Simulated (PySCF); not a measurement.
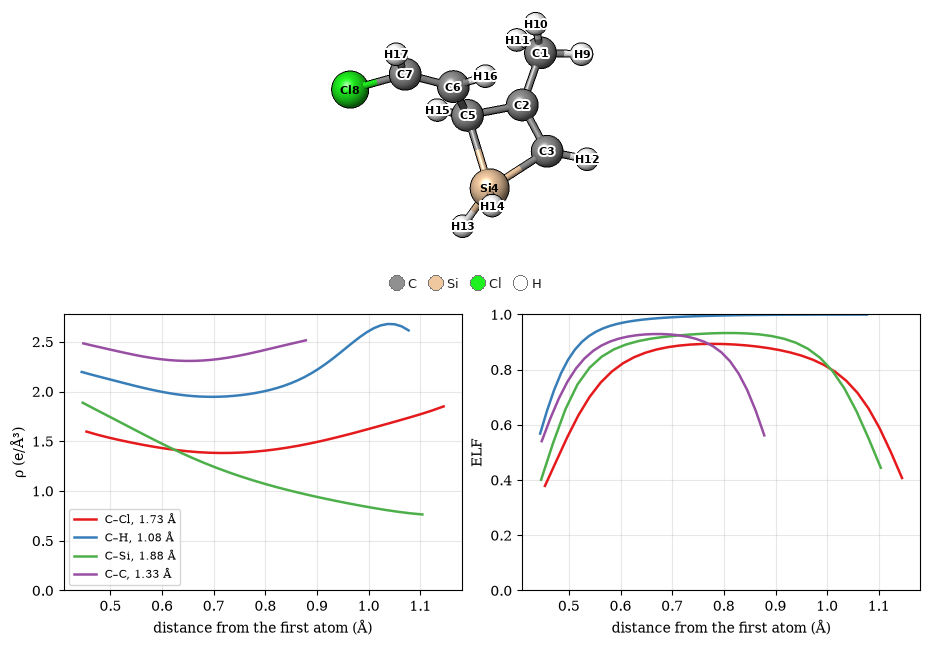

Figure. C$_{6}$H$_{9}$ClSi (SMILES CC1=C[SiH2][C@H]1/C=C\Cl). Electron density and electron localisation function along straight lines between neighbouring atoms. The curves leave out the atomic cores. The structure is drawn too.

Geometry: GFN2-xTB.

Level of theory: PySCF 2.14.0, PBE0/pcSseg-1, SCF density, gas phase, non-relativistic.

```json
{"atom": "C", "x (Å)": "-1.9115", "y (Å)": "-1.1139", "z (Å)": "0.3960"}
{"atom": "C", "x (Å)": "-1.0943", "y (Å)": "-0.0708", "z (Å)": "-0.2698"}
{"atom": "C", "x (Å)": "-1.4515", "y (Å)": "1.0528", "z (Å)": "-0.9085"}
{"atom": "Si", "x (Å)": "0.3023", "y (Å)": "1.5778", "z (Å)": "-1.3315"}
{"atom": "C", "x (Å)": "0.4164", "y (Å)": "-0.1100", "z (Å)": "-0.3461"}
{"atom": "C", "x (Å)": "1.1079", "y (Å)": "-0.0523", "z (Å)": "0.9509"}
{"atom": "C", "x (Å)": "2.3218", "y (Å)": "-0.5168", "z (Å)": "1.2120"}
{"atom": "Cl", "x (Å)": "3.2852", "y (Å)": "-1.3234", "z (Å)": "0.0254"}
{"atom": "H", "x (Å)": "-2.9699", "y (Å)": "-0.8648", "z (Å)": "0.3594"}
{"atom": "H", "x (Å)": "-1.6053", "y (Å)": "-1.2235", "z (Å)": "1.4367"}
{"atom": "H", "x (Å)": "-1.7543", "y (Å)": "-2.0767", "z (Å)": "-0.0917"}
{"atom": "H", "x (Å)": "-2.4552", "y (Å)": "1.4153", "z (Å)": "-1.0644"}
{"atom": "H", "x (Å)": "0.7469", "y (Å)": "1.5029", "z (Å)": "-2.7203"}
{"atom": "H", "x (Å)": "0.8669", "y (Å)": "2.7339", "z (Å)": "-0.6396"}
{"atom": "H", "x (Å)": "0.7883", "y (Å)": "-0.9497", "z (Å)": "-0.9348"}
{"atom": "H", "x (Å)": "0.5861", "y (Å)": "0.4582", "z (Å)": "1.7499"}
{"atom": "H", "x (Å)": "2.8132", "y (Å)": "-0.4270", "z (Å)": "2.1665"}
```

**Compare the contacts.**

C–Cl (1.73 Å): ρ at the midpoint is about 1.5 e/Å³; the ELF peaks at about 0.90 between the atoms, as expected for a covalent bond.
C–H (1.08 Å): ρ at the midpoint is about 2.1 e/Å³; the ELF climbs to about 1 towards the hydrogen, as it does in any bond to H: an ordinary covalent bond to hydrogen.
C–Si (1.88 Å): ρ is about 0.9 e/Å³ halfway; the ELF peaks at about 0.95 between the atoms: a shared electron pair.
C–C (1.33 Å): ρ is about 2.3 e/Å³ halfway; the ELF peaks at about 0.95 between the atoms; a short, multiple covalent bond.
